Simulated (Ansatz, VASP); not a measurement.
# BP in two plane-wave programs, part 2 of 2

Aim: how closely do two programs agree when they are given the same cell, functional and k mesh? The cell is taken from a series of VASP runs on this material, whose earlier steps may have relaxed, scaled or displaced it; both programs get it as it stands. Other levels of theory on this material are compared in a session of their own. Valence electrons are named where the data sets of a main pair hold unlike numbers.

VASP 6.6.1 and Ansatz 0.2.0.

So far: Set-up; Ansatz: band structure, LDA, spin-orbit coupling; VASP: band structure, LDA, spin-orbit coupling.

### 3. VASP: band structure, LDA, spin-orbit coupling (continued)

Level of this step: LDA, spin-orbit coupling; plane waves and PAW (B, P) (VASP).

Numbers of over 12 decimals in the logs are rounded to 6 here.

From OUTCAR (step 3):

```text
ion  position               nearest neighbor table
   1  0.000  0.000  0.000-   2 1.97   2 1.97   2 1.97   2 1.97
   2  0.250  0.250  0.250-   1 1.97   1 1.97   1 1.97   1 1.97

  LATTYP: Found a face centered cubic cell.
 ALAT       =     4.5380000000

 Subroutine GETGRP returns: Found 24 space group operations
 (whereof 24 operations were pure point group operations)

The static configuration has the point symmetry T_d .

 Found     73 irreducible k-points:

   k-points           NKPTS =     73   k-points in BZ     NKDIM =     73   number of bands    NBANDS=     20

   dimension x,y,z NGX =    24 NGY =   24 NGZ =   24
   dimension x,y,z NGXF=    48 NGYF=   48 NGZF=   48

   ENCUT  =  420.0 eV  30.87 Ry    5.56 a.u.   5.36  5.36  5.36*2*pi/ulx,y,z

   NELECT =       8.0000    total number of electrons

 k-points in reciprocal lattice and weights: Automatic mesh
   0.00000000  0.00000000  0.00000000       0.001
   0.10000000  0.00000000  0.00000000       0.004
  -0.10000000  0.00000000  0.00000000       0.004
   0.20000000  0.00000000  0.00000000       0.004
  -0.20000000  0.00000000  0.00000000       0.004
   0.30000000  0.00000000  0.00000000       0.004
  -0.30000000  0.00000000  0.00000000       0.004
   0.40000000  0.00000000  0.00000000       0.004
  -0.40000000  0.00000000  0.00000000       0.004
[...]
-0.30000000  0.40000000  0.20000000       0.024
  -0.30000000  0.50000000  0.20000000       0.012

 average (electrostatic) potential at core
       1 -30.0024       2 -82.2700

 E-fermi :   7.5164

 k-point     1 :       0.0000    0.0000    0.0000
  band No.  band energies     occupation
    ...
      4       7.3780      1.00000
      5       7.4200      1.00000
      6       7.4200      1.00000
      7       7.4200      1.00000
      8       7.4200      1.00000
      9      10.7529      0.00000
     10      10.7529      0.00000
     11      10.8002      0.00000
     12      10.8002      0.00000
     13      10.8002      0.00000
    ...

 k-point     2 :       0.1000    0.0000    0.0000
  band No.  band energies     occupation
    ...
      4       6.1139      1.00000
      5       7.0985      1.00000
      6       7.0985      1.00000
      7       7.1266      1.00000
      8       7.1266      1.00000
      9      11.1672      0.00000
     10      11.1672      0.00000
     11      11.2060      0.00000
     12      11.2060      0.00000
     13      11.2191      0.00000
    ...

 k-point     3 :      -0.1000    0.0000    0.0000
  band No.  band energies     occupation
    ...
      4       6.1139      1.00000
      5       7.0985      1.00000
      6       7.0985      1.00000
      7       7.1266      1.00000
      8       7.1266      1.00000
      9      11.1672      0.00000
     10      11.1672      0.00000
     11      11.2060      0.00000
     12      11.2060      0.00000
     13      11.2191      0.00000
    ...

  Total       -0.7662314     -0.7662314     -0.7662314     -0.0000000     -0.0000000      0.0000000
  in kB      -52.5456845    -52.5456845    -52.5456845     -0.0000000     -0.0000000      0.0000000
  external PRESSURE =     -52.5456845 kB  Pullay stress =       0.0000000 kB

  energy-cutoff  :      420.00
  volume of cell :       23.36
      direct lattice vectors                 reciprocal lattice vectors
     0.000000000  2.269000000  2.269000000    -0.220361393  0.220361393  0.220361393
     2.269000000  0.000000000  2.269000000     0.220361393 -0.220361393  0.220361393
     2.269000000  2.269000000  0.000000000     0.220361393  0.220361393 -0.220361393

 POSITION                                       TOTAL-FORCE (eV/Angst)
 -----------------------------------------------------------------------------------
      0.00000      0.00000      0.00000        -0.000000     -0.000000     -0.000000
      1.13450      1.13450      1.13450         0.000000      0.000000      0.000000
 -----------------------------------------------------------------------------------
    total drift:                                0.000000      0.000000      0.000000

  FREE ENERGIE OF THE ION-ELECTRON SYSTEM (eV)
  ---------------------------------------------------
  free  energy   TOTEN  =       -14.3870185796 eV

  energy  without entropy=      -14.3870185796  energy(sigma->0) =      -14.38701858

 Spin-Orbit-Coupling matrix elements
 Ion:    1  E_soc:     -0.0000042
 Ion:    2  E_soc:     -0.0007824

 total charge
# of ion       s       p       d       tot
------------------------------------------
    1        0.661   1.280   0.000   1.941
    2        0.994   1.581   0.000   2.576
--------------------------------------------------
tot          1.655   2.861   0.000   4.516

 magnetization (x)
# of ion       s       p       d       tot
------------------------------------------
    1       -0.000   0.000   0.000  -0.000
    2        0.000   0.000   0.000   0.000
--------------------------------------------------
tot         -0.000   0.000   0.000  -0.000

 magnetization (y)
# of ion       s       p       d       tot
------------------------------------------
    1        0.000   0.000   0.000   0.000
    2        0.000   0.000   0.000   0.000
--------------------------------------------------
tot          0.000   0.000   0.000   0.000

 magnetization (z)
# of ion       s       p       d       tot
------------------------------------------
    1       -0.000  -0.000   0.000  -0.000
    2        0.000   0.000   0.000   0.000
--------------------------------------------------
tot         -0.000  -0.000   0.000  -0.000

[... 3 further parts left out ...]
```

The run ends at a pressure of -5.25 GPa.

### 4. Differences

Known differences besides the potentials themselves: spin-orbit coupling enters by fully relativistic files in Ansatz and inside the spheres in VASP; the two LDA forms differ slightly; VASP's log shows a relativistic correction to its local exchange, Ansatz's none. Total energies have different zeros and are not compared.

Both answers:

```
                                        quantity  Ansatz   VASP  difference
                                  pressure (GPa)   -5.23  -5.25       +0.03
pressure without Ansatz's Pulay correction (GPa)   -5.39  -5.25       -0.14
                   gap over the path points (eV)   1.173  1.174       0.000
```

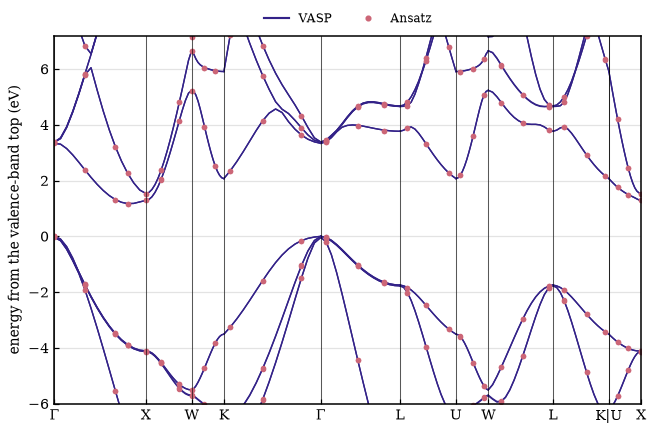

Bands from VASP (lines) and levels from Ansatz (dots). Dots without a line are higher empty bands that the VASP plot leaves out.

Levels at points of the path, from each program's valence-band top (eV; 6 filled, then empty):

```
k (reciprocal lattice)                                                               Ansatz                                                                 VASP
     0.000 0.000 0.000        -0.04 -0.04 0.00 0.00 0.00 0.00 3.33 3.33 3.38 3.38 3.38 3.38        -0.04 -0.04 0.00 0.00 0.00 0.00 3.33 3.33 3.38 3.38 3.38 3.38
     0.167 0.000 0.167    -1.92 -1.92 -1.75 -1.75 -1.73 -1.73 2.38 2.38 5.78 5.78 5.81 5.81    -1.92 -1.92 -1.75 -1.75 -1.73 -1.73 2.38 2.38 5.79 5.79 5.82 5.82
     0.333 0.000 0.333    -5.55 -5.55 -3.51 -3.51 -3.48 -3.48 1.32 1.32 3.21 3.21 9.47 9.47    -5.54 -5.54 -3.51 -3.51 -3.48 -3.48 1.32 1.32 3.21 3.21 9.50 9.50
     0.400 0.000 0.400  -7.04 -7.04 -3.91 -3.91 -3.88 -3.88 1.17 1.17 2.26 2.26 10.82 10.82  -7.03 -7.03 -3.91 -3.91 -3.88 -3.88 1.17 1.17 2.27 2.27 10.87 10.87
     0.500 0.000 0.500  -8.50 -8.50 -4.13 -4.13 -4.11 -4.11 1.29 1.29 1.53 1.53 11.91 11.91  -8.50 -8.50 -4.13 -4.13 -4.11 -4.11 1.29 1.29 1.54 1.54 11.97 11.97
     0.500 0.083 0.583  -8.39 -8.39 -4.56 -4.55 -4.52 -4.52 2.04 2.04 2.36 2.36 11.04 11.06  -8.39 -8.39 -4.56 -4.55 -4.52 -4.52 2.04 2.04 2.37 2.37 11.10 11.11
     0.500 0.183 0.683    -8.08 -8.07 -5.46 -5.43 -5.31 -5.31 4.14 4.15 4.81 4.81 8.58 8.60    -8.08 -8.06 -5.46 -5.44 -5.31 -5.31 4.15 4.16 4.82 4.82 8.62 8.64
     0.500 0.250 0.750    -7.96 -7.94 -5.72 -5.69 -5.50 -5.50 5.22 5.22 6.64 6.64 7.13 7.14    -7.96 -7.94 -5.72 -5.69 -5.51 -5.51 5.24 5.24 6.65 6.65 7.15 7.16
     0.450 0.300 0.750    -8.00 -7.98 -6.03 -6.01 -4.72 -4.71 3.92 3.93 6.04 6.04 8.14 8.16    -8.00 -7.98 -6.04 -6.02 -4.73 -4.72 3.93 3.94 6.05 6.06 8.17 8.19
     0.408 0.342 0.750    -8.06 -8.05 -6.22 -6.20 -3.83 -3.82 2.51 2.52 5.92 5.92 9.12 9.13    -8.06 -8.05 -6.22 -6.21 -3.83 -3.83 2.52 2.52 5.94 5.94 9.15 9.17
```

Among the levels compared at these points, filled levels agree within 4 meV and empty ones within 58 meV. Ansatz's pressure holds a Pulay correction of 0.16 GPa; VASP's holds none.

### 5. What came out

```json
{
 "largest difference of a filled level at the path points (band structure, LDA, spin-orbit coupling)": "4 meV"
}
```

What this shows: The largest difference of a filled level at the path points is 4 meV (band structure, LDA, spin-orbit coupling), within the 80 meV picked in this series as the mark of a large difference. 5 further runs of this series are not shown here. Such differences can come from data sets, numerical settings and the points named under the comparisons, not from the functional's error against experiment.

[Lines on the potential files, build, host, timing and source positions are cut from VASP's logs without a mark.]

[Logs are printed without paths, hosts, clocks, repeated set-up lines and the standing remarks that a program may print on its own settings, such as how far it seeks lower states.]

[Hosts, paths, dates, database ids (printed as entryN), source tags and the programs' standing remarks are cut or masked in the printed files.]
